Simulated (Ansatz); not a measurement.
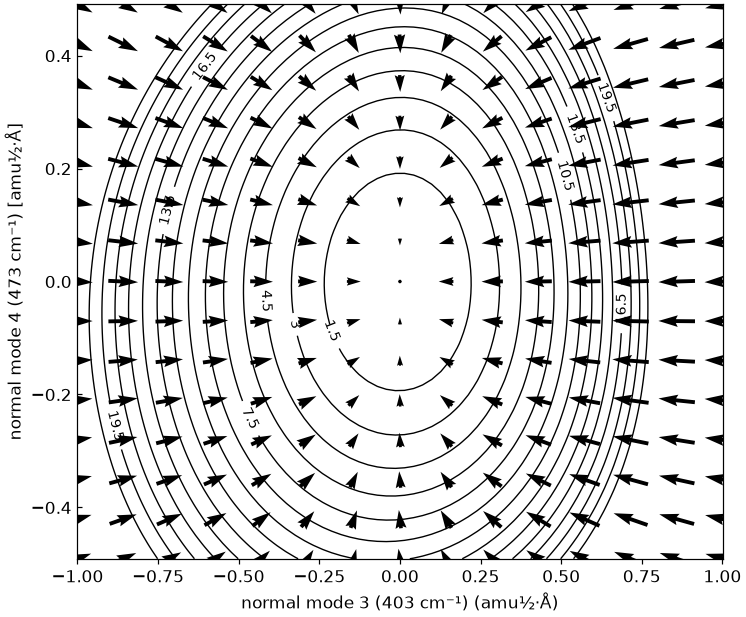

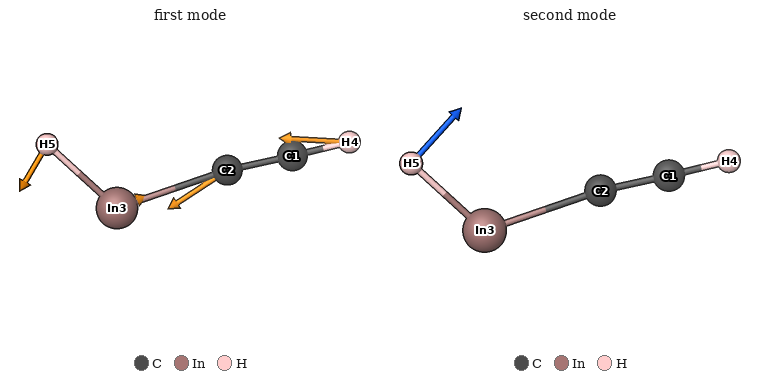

Energy landscape of C2H2In, SMILES C#[C][InH], spin multiplicity 2. The first coordinate is: normal mode 3 (403 cm⁻¹); the second: normal mode 4 (473 cm⁻¹). Nothing is relaxed (straight displacements along the two mass-weighted modes). Grid: 15 × 15 points. All energies are given in kJ/mol relative to the lowest grid point. Theory: Ansatz, UKS PBE0-D4/def2-TZVP.

In the figure: contour lines labelled in kJ/mol (none above 21), arrows along the force (downhill), their lengths compressed. Between grid points the surface is interpolated. The second picture is the structure at the lowest point

Question: What does the map say about the system?

Answer: The lowest grid point is at normal mode 3 (403 cm⁻¹) = 0.000 amu½·Å, normal mode 4 (473 cm⁻¹) = 0.000 amu½·Å. It is the only kind of minimum in the scanned range. The highest grid point, normal mode 3 (403 cm⁻¹) = 1.001 amu½·Å, normal mode 4 (473 cm⁻¹) = 0.491 amu½·Å, lies 52.6 kJ/mol above the lowest.

Each point was launched as `ansatz run input.yaml --threads 1 --pin off --max-ram 2560MiB --backend cpu --events-out ev --progress --plain --runs-dir out`. The whole map (225 points run) took 27 min on 1 thread of Arm Neoverse V2, with other jobs on the host.
